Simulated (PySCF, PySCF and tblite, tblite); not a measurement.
**C6H14Si: a path driven as ring inversion, and NMR exchange**

How fast is ring inversion in C6H14Si (`CC1(C)CC[SiH2]C1`), and when do the exchanging lines merge?

Computed with tblite 0.8.0 (tight binding) and PySCF 2.14.0 (DFT, with response routines of our own); each step states its level. Atoms count from 0 throughout.

## 1. The starting structure

21 atoms, charge 0, multiplicity 1; geometry from: force field or distance geometry start.

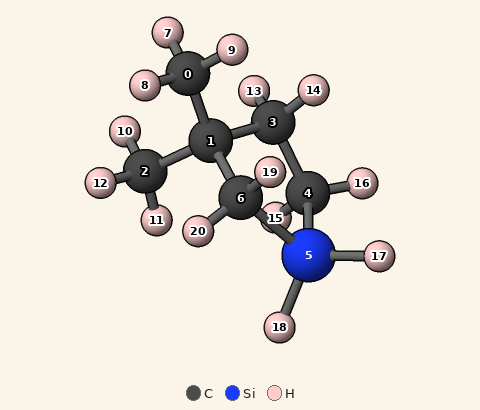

The starting geometry (carbon dark grey, silicon blue, hydrogen pink), atoms numbered.

## 2. GFN2-xTB relaxation, start minimum

What the job is given:

```
{"job": {"xc": "GFN2-xTB", "basis": "xTB", "kind": "relax"}, "charge": 0, "multiplicity": 1}
C     -1.880000     0.919500    -0.274000
C     -0.640700     0.069600    -0.046000
C     -1.066100    -1.410500     0.093300
C      0.360100     0.258400    -1.225700
C      1.736600    -0.326200    -0.819500
Si     1.956600     0.121900     1.013300
C      0.097300     0.546900     1.251800
H     -2.403600     0.619600    -1.182300
H     -2.586100     0.829400     0.564200
H     -1.636500     1.981200    -0.374400
H     -1.566100    -1.750500    -0.831500
H     -0.238900    -2.083300     0.287600
H     -1.795900    -1.529900     0.920900
H     -0.000700    -0.226500    -2.137000
H      0.469400     1.330000    -1.438500
H      1.743200    -1.412200    -0.926500
H      2.536800     0.100500    -1.441400
H      2.805500     1.323500     1.202900
H      2.371700    -1.055200     1.822700
H      0.030000     1.633000     1.374900
H     -0.301400     0.077600     2.164600
```

On the command line:

```console
OMP_NUM_THREADS=1 python ens_run.py task.json out
```

One launch serves the whole session.

The log of the run:

```text
step      E/eV     max force
  0    -590.93598    0.692
  1    -590.97734    0.387
  2    -591.00266    0.367
  3    -591.01754    0.256
  4    -591.02628    0.194
  5    -591.03276    0.162
  6    -591.03945    0.177
  7    -591.04398    0.126
  8    -591.04577    0.071
  9    -591.04641    0.056
 10    -591.04691    0.060
 11    -591.04751    0.067
 12    -591.04813    0.070
 13    -591.04866    0.063
 14    -591.04906    0.056
 15    -591.04936    0.041
 16    -591.04963    0.034
 17    -591.04989    0.036
 18    -591.05016    0.046
 19    -591.05048    0.048
 20    -591.05082    0.050
 21    -591.05110    0.044
 22    -591.05128    0.039
 23    -591.05142    0.031
 24    -591.05157    0.034
 25    -591.05176    0.033
 26    -591.05194    0.033
 27    -591.05211    0.035
 28    -591.05228    0.031
 29    -591.05251    0.048
 30    -591.05282    0.053
 31    -591.05315    0.039
 32    -591.05341    0.036
 33    -591.05361    0.028
 34    -591.05381    0.037
 35    -591.05406    0.045
 36    -591.05431    0.042
 37    -591.05454    0.031
 38    -591.05476    0.032
 39    -591.05499    0.039
 40    -591.05526    0.038
 41    -591.05550    0.035
 42    -591.05568    0.028
 43    -591.05581    0.034
 44    -591.05593    0.038
 45    -591.05605    0.030
 46    -591.05615    0.020
 47    -591.05620    0.014
 48    -591.05623    0.012
 49    -591.05626    0.011
 50    -591.05629    0.015
 51    -591.05632    0.016
 52    -591.05636    0.013
 53    -591.05640    0.013
 54    -591.05644    0.015
 55    -591.05648    0.018
 56    -591.05650    0.012
 57    -591.05652    0.010
 58    -591.05654    0.010
 59    -591.05656    0.015
 60    -591.05658    0.018
 61    -591.05661    0.014
 62    -591.05664    0.010
 63    -591.05666    0.009
 64    -591.05667    0.011
 65    -591.05669    0.011
 66    -591.05671    0.010
 67    -591.05673    0.011
 68    -591.05675    0.011
 69    -591.05677    0.010
 70    -591.05679    0.008
 71    -591.05679    0.008
 72    -591.05680    0.008
 73    -591.05681    0.009
 74    -591.05683    0.009
 75    -591.05683    0.005
 76    -591.05684    0.005
 77    -591.05684    0.005
 78    -591.05685    0.006
 79    -591.05686    0.005
 80    -591.05686    0.007
 81    -591.05687    0.007
 82    -591.05688    0.007
 83    -591.05688    0.005
 84    -591.05689    0.004
 85    -591.05689    0.004
 86    -591.05689    0.003
 87    -591.05689    0.003
 88    -591.05690    0.002
```

It took 0.37 s on 1 thread of AMD EPYC 9R45, shared host.

Gain 0.121 eV; displacement 0.10 Å root mean square.

## 3. Relaxed scan, ring torsion 4 driven

What the job is given:

```
{"job": {"xc": "GFN2-xTB", "basis": "xTB", "coordinate": [["t", [5, 6, 1, 3], 1.0]], "kind": "drive"}, "charge": 0, "multiplicity": 1}
C     -1.903403     0.903199    -0.278974
C     -0.629926     0.092110    -0.034162
C     -1.002232    -1.382044     0.126234
C      0.348212     0.269291    -1.206011
C      1.717453    -0.311022    -0.840534
Si     1.912152     0.047529     1.020809
C      0.097511     0.581250     1.229030
H     -2.419527     0.546325    -1.168568
H     -2.580598     0.814145     0.568402
H     -1.669388     1.956803    -0.420764
H     -1.443071    -1.768145    -0.791199
H     -0.126164    -1.978625     0.367337
H     -1.726927    -1.504590     0.929117
H     -0.050103    -0.192237    -2.112443
H      0.458194     1.338737    -1.401988
H      1.739213    -1.381513    -1.043539
H      2.495356     0.134949    -1.458070
H      2.857548     1.130910     1.307453
H      2.272469    -1.143148     1.798086
H      0.030978     1.669024     1.285276
H     -0.386669     0.193997     2.124036
```

The log of the run:

```text
point  coordinate     E/eV
  0    -22.700     -591.02091
  1     -7.900     -590.96024
  2      7.100     -590.91493
  3     21.900     -590.88863
  4     37.200     -591.03959
```

Run time: 1.2 s. Hardware: 1 thread of AMD EPYC 9R45, shared host.

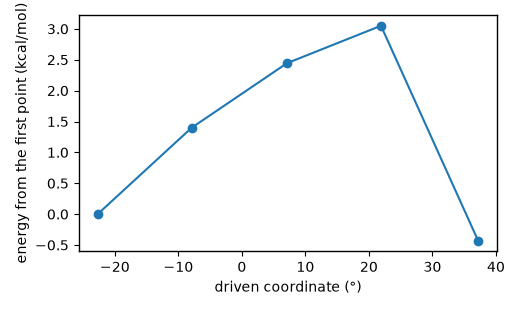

Energy along the scan.

## 4. Nudged elastic band, leg 1

The job, as its differences from that of step 3:

```diff
@@ -1,2 +1,2 @@
-{"job": {"xc": "GFN2-xTB", "basis": "xTB", "coordinate": [["t", [5, 6, 1, 3], 1.0]], "kind": "drive"}, "charge": 0, "multiplicity": 1}
+{"job": {"xc": "GFN2-xTB", "basis": "xTB", "kind": "neb"}, "charge": 0, "multiplicity": 1}
 C     -1.903403     0.903199    -0.278974
```

The log of the run:

```text
image   E - E0 / eV
  0       0.0000
  1       0.0505
  2       0.1225
  3       0.1631
  4       0.1792
  5       0.0917
  6       0.0000
```

Wall time 1 s (1 thread of AMD EPYC 9R45, shared host); peak memory 0.2 GiB.

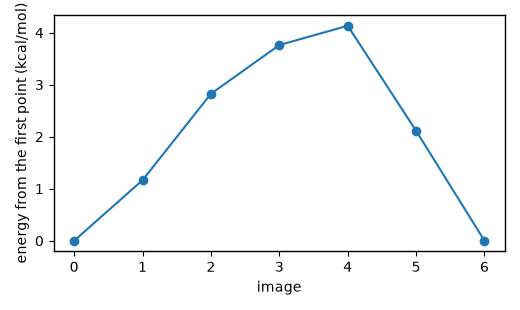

Energy along the band.

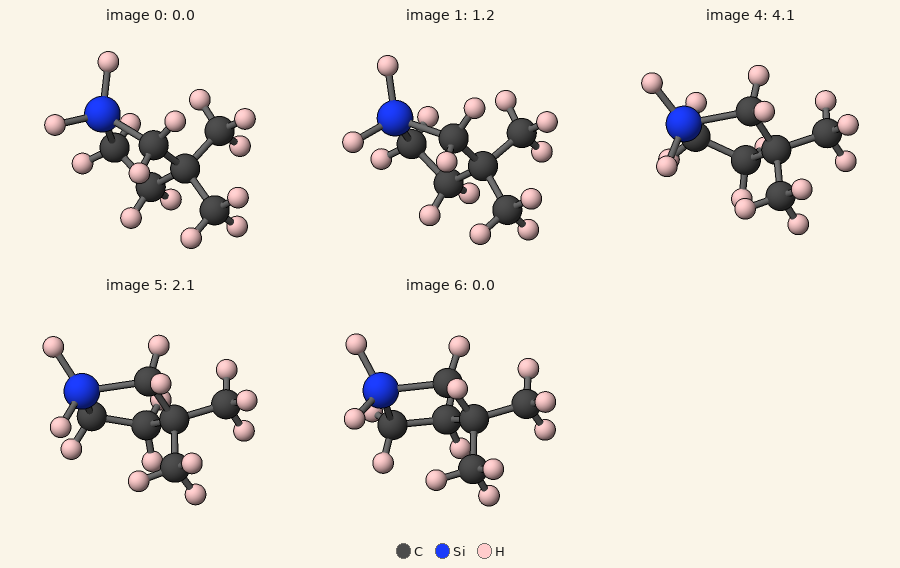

Images along the band, with energies in kcal/mol.

## 5. Saddle search, leg 1

What the job is given:

```
{"job": {"xc": "GFN2-xTB", "basis": "xTB", "kind": "saddle"}, "charge": 0, "multiplicity": 1}
C     -1.334196     1.206136    -0.163526
C     -0.609118    -0.135506    -0.024795
C     -1.651804    -1.255798    -0.059023
C      0.405442    -0.302573    -1.189343
C      1.864930    -0.170179    -0.725706
Si     1.791834     0.733325     0.943267
C      0.151602    -0.146093     1.311230
H     -1.878965     1.255194    -1.104568
H     -2.047787     1.340005     0.647919
H     -0.625418     2.029546    -0.132176
H     -2.225286    -1.214880    -0.983944
H     -1.176258    -2.232569     0.006039
H     -2.344478    -1.157261     0.774901
H      0.257833    -1.271061    -1.671121
H      0.200157     0.458997    -1.943457
H      2.290017    -1.163390    -0.568643
H      2.473839     0.307577    -1.489650
H      1.665178     2.189188     0.804179
H      2.885112     0.425350     1.864835
H     -0.458372     0.281610     2.103918
H      0.365739    -1.177617     1.599664
```

The log of the run:

```text
step      E/eV     max force
  0    -590.87768   0.0424
  1    -590.88601   0.0635
  2    -590.88677   0.1118
  3    -590.88766   0.0116
  4    -590.88814   0.0316
  5    -590.88810   0.0071
  6    -590.88827   0.0062
  7    -590.88810   0.0175
  8    -590.88811   0.0046
  9    -590.88811   0.0014
lowest wavenumbers (cm-1): -67.9 128.2 249.4 272.7 315.7 324.7
```

It took 3.2 s on 1 thread of AMD EPYC 9R45, shared host; peak memory 0.2 GiB.

Point group C1; 1 imaginary mode, 68i cm⁻¹, carried by C3, C4, C0, H14. Steps downhill from it reached both ends.

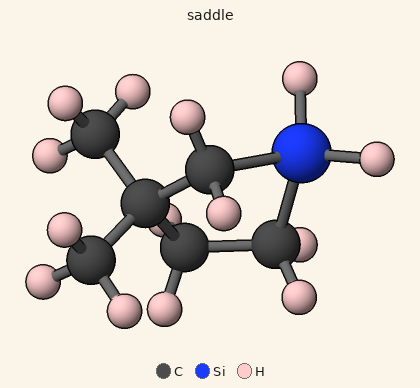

The saddle point.

## 6. Shieldings, start: PBE0/pcSseg-1

What the job is given:

```
{"job": {"kind": "nmr", "xc": "PBE0", "basis": "pcSseg-1", "pop": false}, "charge": 0, "multiplicity": 1}
C     -1.903403     0.903199    -0.278974
C     -0.629926     0.092110    -0.034162
C     -1.002232    -1.382044     0.126234
C      0.348212     0.269291    -1.206011
C      1.717453    -0.311022    -0.840534
Si     1.912152     0.047529     1.020809
C      0.097511     0.581250     1.229030
H     -2.419527     0.546325    -1.168568
H     -2.580598     0.814145     0.568402
H     -1.669388     1.956803    -0.420764
H     -1.443071    -1.768145    -0.791199
H     -0.126164    -1.978625     0.367337
H     -1.726927    -1.504590     0.929117
H     -0.050103    -0.192237    -2.112443
H      0.458194     1.338737    -1.401988
H      1.739213    -1.381513    -1.043539
H      2.495356     0.134949    -1.458070
H      2.857548     1.130910     1.307453
H      2.272469    -1.143148     1.798086
H      0.030978     1.669024     1.285276
H     -0.386669     0.193997     2.124036
```

The log of the run:

```text
coarse grid: 16824 points
cycle   1  E = -526.0000300698  dE =  5.828e-01  |g| = 5.042e-01  |ddm| = 3.898e+00
cycle   2  E = -525.9643936759  dE =  3.564e-02  |g| = 6.242e-01  |ddm| = 1.063e+00
cycle   3  E = -526.0684245363  dE = -1.040e-01  |g| = 6.114e-02  |ddm| = 6.724e-01
cycle   4  E = -526.0691949914  dE = -7.705e-04  |g| = 2.487e-02  |ddm| = 8.691e-02
cycle   5  E = -526.0693364136  dE = -1.414e-04  |g| = 3.508e-03  |ddm| = 2.241e-02
cycle   6  E = -526.0693392894  dE = -2.876e-06  |g| = 7.956e-04  |ddm| = 4.233e-03
final grid: 154384 points
cycle   7  E = -526.1137389287  dE = -5.940e-05  |g| = 9.530e-03  |ddm| = 4.053e-02
cycle   8  E = -526.1137230456  dE =  1.588e-05  |g| = 1.229e-02  |ddm| = 2.089e-02
cycle   9  E = -526.1137628302  dE = -3.978e-05  |g| = 8.999e-04  |ddm| = 1.265e-02
cycle  10  E = -526.1137630026  dE = -1.724e-07  |g| = 2.821e-04  |ddm| = 1.177e-03
cycle  11  E = -526.1137630207  dE = -1.814e-08  |g| = 4.489e-05  |ddm| = 2.378e-04
cycle  12  E = -526.1137630211  dE = -4.233e-10  |g| = 1.539e-05  |ddm| = 6.347e-05
converged SCF energy = -526.1137630211

GIAO shielding tensors (ppm)
atom      isotropic    diamagn.    paramagn.     s11        s22        s33       span
  0 C      152.475     245.970     -93.494    127.960    143.096    186.370     58.410
  1 C      144.919     246.197    -101.278    122.886    152.825    159.046     36.160
  2 C      157.867     248.762     -90.895    132.629    154.667    186.306     53.677
  3 C      142.302     248.958    -106.656    116.883    140.256    169.766     52.883
  4 C      178.780     251.318     -72.538    157.734    178.312    200.293     42.559
  5 Si     378.896     879.915    -501.019    316.868    383.932    435.888    119.020
  6 C      162.261     251.550     -89.289    142.377    146.677    197.729     55.352
  7 H       30.420      30.794      -0.374     26.369     27.726     37.166     10.798
  8 H       30.348      30.805      -0.457     26.556     27.761     36.728     10.172
  9 H       30.781      31.147      -0.366     26.919     28.313     37.113     10.194
 10 H       31.056      31.924      -0.867     27.092     27.961     38.117     11.025
 11 H       30.573      32.158      -1.585     25.690     30.406     35.623      9.933
 12 H       30.893      31.843      -0.950     27.234     28.215     37.231      9.996
 13 H       30.027      32.818      -2.792     25.275     28.984     35.821     10.546
 14 H       30.408      33.368      -2.960     25.159     30.140     35.924     10.765
 15 H       30.643      31.132      -0.490     26.148     27.816     37.963     11.815
 16 H       30.686      29.721       0.965     25.520     27.506     39.031     13.512
 17 H       27.485      29.034      -1.549     23.983     24.684     33.788      9.805
 18 H       27.339      29.118      -1.778     24.103     24.533     33.382      9.279
 19 H       31.079      32.616      -1.537     25.732     29.579     37.926     12.194
 20 H       31.013      32.292      -1.280     26.963     28.973     37.102     10.139
```

Run time: 15 s. Hardware: 1 thread of AMD EPYC 9R45, shared host; peak memory 0.89 GiB.

This run: HOMO -8.08 eV, LUMO 0.96 eV; dipole 0.50 D.

## 7. Shieldings, saddle of leg 1: PBE0/pcSseg-1

What the job is given:

```
{"job": {"kind": "nmr", "xc": "PBE0", "basis": "pcSseg-1", "pop": false}, "charge": 0, "multiplicity": 1}
C     -1.425771     1.183993    -0.190185
C     -0.615473    -0.105038    -0.027261
C     -1.576591    -1.296484    -0.039555
C      0.398308    -0.219366    -1.200229
C      1.859808    -0.209917    -0.733028
Si     1.848455     0.666806     0.950402
C      0.132156    -0.050909     1.318819
H     -1.947642     1.192787    -1.145696
H     -2.168438     1.274226     0.600721
H     -0.769900     2.050877    -0.144776
H     -2.154335    -1.315484    -0.962274
H     -1.027748    -2.233078     0.041240
H     -2.271510    -1.234062     0.796112
H      0.197611    -1.124330    -1.777024
H      0.244447     0.624837    -1.874297
H      2.214716    -1.233469    -0.602094
H      2.498011     0.244388    -1.488085
H      1.868583     2.129976     0.844420
H      2.897994     0.220282     1.868364
H     -0.453437     0.497258     2.054159
H      0.250757    -1.063291     1.710270
```

The log of the run:

```text
coarse grid: 16824 points
cycle   1  E = -525.9910963584  dE =  5.685e-01  |g| = 5.055e-01  |ddm| = 3.904e+00
cycle   2  E = -525.9553737221  dE =  3.572e-02  |g| = 6.251e-01  |ddm| = 1.068e+00
cycle   3  E = -526.0600627940  dE = -1.047e-01  |g| = 6.046e-02  |ddm| = 6.764e-01
cycle   4  E = -526.0608163935  dE = -7.536e-04  |g| = 2.523e-02  |ddm| = 8.499e-02
cycle   5  E = -526.0609630192  dE = -1.466e-04  |g| = 3.565e-03  |ddm| = 2.273e-02
cycle   6  E = -526.0609659284  dE = -2.909e-06  |g| = 9.044e-04  |ddm| = 4.188e-03
final grid: 154384 points
cycle   7  E = -526.1057664942  dE = -5.670e-05  |g| = 9.408e-03  |ddm| = 4.140e-02
cycle   8  E = -526.1057521367  dE =  1.436e-05  |g| = 1.194e-02  |ddm| = 2.029e-02
cycle   9  E = -526.1057897977  dE = -3.766e-05  |g| = 9.139e-04  |ddm| = 1.218e-02
cycle  10  E = -526.1057899769  dE = -1.792e-07  |g| = 2.932e-04  |ddm| = 1.194e-03
cycle  11  E = -526.1057899967  dE = -1.977e-08  |g| = 4.125e-05  |ddm| = 2.408e-04
cycle  12  E = -526.1057899971  dE = -3.583e-10  |g| = 1.472e-05  |ddm| = 5.945e-05
converged SCF energy = -526.1057899971

GIAO shielding tensors (ppm)
atom      isotropic    diamagn.    paramagn.     s11        s22        s33       span
  0 C      150.360     248.178     -97.818    121.568    147.913    181.599     60.031
  1 C      148.205     245.960     -97.756    121.944    159.780    162.890     40.946
  2 C      149.713     246.491     -96.778    132.676    134.443    182.019     49.342
  3 C      144.908     247.992    -103.084    116.897    138.873    178.955     62.058
  4 C      174.995     251.518     -76.523    149.286    180.113    195.585     46.299
  5 Si     380.548     880.139    -499.591    322.786    384.778    434.080    111.294
  6 C      159.027     251.040     -92.013    136.512    148.504    192.065     55.553
  7 H       30.736      31.753      -1.017     26.990     28.140     37.078     10.089
  8 H       30.832      31.698      -0.865     26.902     28.172     37.422     10.520
  9 H       30.497      31.770      -1.273     26.104     29.526     35.863      9.759
 10 H       30.446      31.213      -0.767     26.608     27.710     37.021     10.413
 11 H       30.604      31.519      -0.916     26.713     28.534     36.564      9.852
 12 H       30.479      31.111      -0.632     26.577     28.098     36.762     10.184
 13 H       29.816      32.825      -3.009     24.302     30.169     34.977     10.675
 14 H       30.136      33.022      -2.885     24.713     30.784     34.913     10.200
 15 H       30.636      30.914      -0.278     25.630     28.121     38.158     12.528
 16 H       30.683      29.597       1.086     25.338     27.659     39.052     13.714
 17 H       27.485      29.365      -1.880     24.109     25.204     33.142      9.034
 18 H       27.385      28.985      -1.600     24.031     24.344     33.781      9.750
 19 H       30.978      32.319      -1.342     26.809     29.316     36.808      9.999
 20 H       30.894      32.629      -1.734     25.915     29.615     37.154     11.239
```

Run time: 15 s. Hardware: 1 thread of AMD EPYC 9R45, shared host; peak memory 1 GiB.

In short: HOMO -7.98 eV, LUMO 0.97 eV; dipole 0.40 D.

## 8. Barriers, rates and exchange

What the job is given:

```
{"job": {"smiles": "CC1(C)CC[SiH2]C1", "charge": 0, "mult": 1, "motion": "ring", "what": "5-membered ring", "atoms": [1, 3, 4, 5, 6], "ring": [1, 3, 4, 5, 6], "study": "path", "level": {"kind": "nmr", "xc": "PBE0", "basis": "pcSseg-1"}, "fields": [90, 100, 250], "first": 3, "seed": 177, "kind": "path"}, "charge": 0, "multiplicity": 1}
C     -1.903403     0.903199    -0.278974
C     -0.629926     0.092110    -0.034162
C     -1.002232    -1.382044     0.126234
C      0.348212     0.269291    -1.206011
C      1.717453    -0.311022    -0.840534
Si     1.912152     0.047529     1.020809
C      0.097511     0.581250     1.229030
H     -2.419527     0.546325    -1.168568
H     -2.580598     0.814145     0.568402
H     -1.669388     1.956803    -0.420764
H     -1.443071    -1.768145    -0.791199
H     -0.126164    -1.978625     0.367337
H     -1.726927    -1.504590     0.929117
H     -0.050103    -0.192237    -2.112443
H      0.458194     1.338737    -1.401988
H      1.739213    -1.381513    -1.043539
H      2.495356     0.134949    -1.458070
H      2.857548     1.130910     1.307453
H      2.272469    -1.143148     1.798086
H      0.030978     1.669024     1.285276
H     -0.386669     0.193997     2.124036
```

The log of the run:

```text
stationary points (kcal/mol above the start)
  n  kind          group   xTB      DFT    lowest mode
  0  minimum      C1       0.00     0.00     105.7
  1  saddle       C1       3.89     5.14     -67.9
  2  minimum      C1       0.00     0.00     106.4

GFN2-xTB energies: T/K, barrier G, reaction G (kcal/mol), k forward, k back (1/s)
 150.00     3.95     0.00   1.09e+07   1.11e+07
 200.00     4.05     0.00   3.13e+08   3.16e+08
 250.00     4.17     0.00   2.36e+09   2.38e+09
 298.15     4.30     0.00   8.76e+09   8.79e+09
 350.00     4.46     0.00   2.41e+10   2.41e+10
 400.00     4.62     0.00   4.99e+10      5e+10
 500.00     4.98     0.00   1.39e+11   1.39e+11

PBE0/pcSseg-1 + D3(BJ) energies: T/K, barrier G, reaction G (kcal/mol), k forward, k back (1/s)
 150.00     5.20     0.00   1.68e+05    1.7e+05
 200.00     5.29     0.00   1.37e+07   1.38e+07
 250.00     5.41     0.00   1.93e+08   1.94e+08
 298.15     5.55     0.00   1.07e+09   1.07e+09
 350.00     5.70     0.00   4.02e+09   4.03e+09
 400.00     5.86     0.00   1.04e+10   1.04e+10
 500.00     6.22    -0.00   3.97e+10   3.97e+10
```

Wall time 39 s (1 thread of AMD EPYC 9R45, shared host); peak memory 1 GiB. This counts the whole study up to here.

Barriers by level (kcal/mol; entropies in cal/(mol K)). Zero-point and thermal terms come from xTB in every row. ΔG‡ leaves symmetry out; the rate counts equivalent paths (a factor of 2); effective ΔG‡, where given, is the barrier that would give that rate by Eyring's equation alone:

| level | ΔE‡ | with zero-point | ΔH‡ | ΔS‡ | ΔG‡ (298 K) | ΔE of reaction | k at 298 K (1/s) | effective ΔG‡ |
| --- | --- | --- | --- | --- | --- | --- | --- | --- |
| GFN2-xTB | 3.89 | 3.83 | 3.36 | -3.2 | 4.30 | 0.00 | 8.8e+09 | 3.89 |
| PBE0/pcSseg-1 + D3(BJ) | 5.14 | 5.08 | 4.60 | -3.2 | 5.55 | 0.00 | 1.1e+09 | 5.13 |

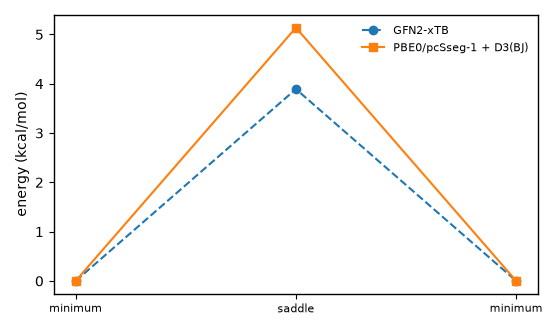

The xTB stationary points, at both levels.

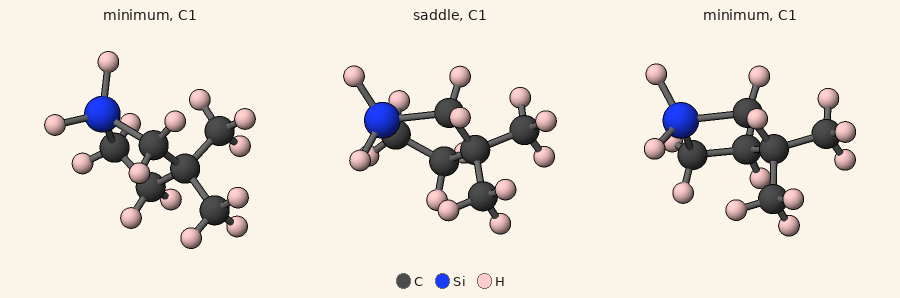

The stationary points in order.

Sites that the driver pairs across this motion, and where their lines would merge (no couplings; faster rotations or exchange between molecules can average them sooner):

| nucleus | sites: shielding (ppm) | proton frequency (MHz) | spread (Hz) | coalescence (K) | lines at 298 K |
| --- | --- | --- | --- | --- | --- |
| 13C | C0: 152.5; C2: 157.9 | 250 | 339 | 115 | 1 |
| 1H | H13: 30.03; H14: 30.41 | 250 | 95 | 109 | 1 |
| 1H | H7, H8, H9: 30.52; H10, H11, H12: 30.84 | 250 | 81 | 108 | 1 |
| 1H | H17: 27.48; H18: 27.34 | 250 | 36 | 104 | 1 |
| 1H | H19: 31.08; H20: 31.01 | 250 | 17 | 101 | 1 |
| 1H | H15: 30.64; H16: 30.69 | 250 | 11 | 100 | 1 |

## 9. What came out

| quantity | value |
| --- | --- |
| barrier (PBE0/pcSseg-1 + D3(BJ)) | ΔE‡ 5.1, ΔG‡(298 K) 5.5 kcal/mol |
| barrier (GFN2-xTB) | ΔE‡ 3.9 kcal/mol |
| rate at 298 K | 1.1e+09 s⁻¹ |
| end of the path | the start, renumbered or mirrored |
| coalescence of 13C C0 | 115 K at 250 MHz |

**Reading.** DFT puts the top 5.1 kcal/mol above the start (xTB: 3.9); the rate from the DFT barrier is 1.1e+09 s⁻¹ at 298 K. An error of 1.4 kcal/mol changes that rate tenfold. The 13C lines of C0 and its partners, 339 Hz apart at 250 MHz, merge at 115 K, so by this path alone the exchange at 298 K is fast for them; other paths were not followed.
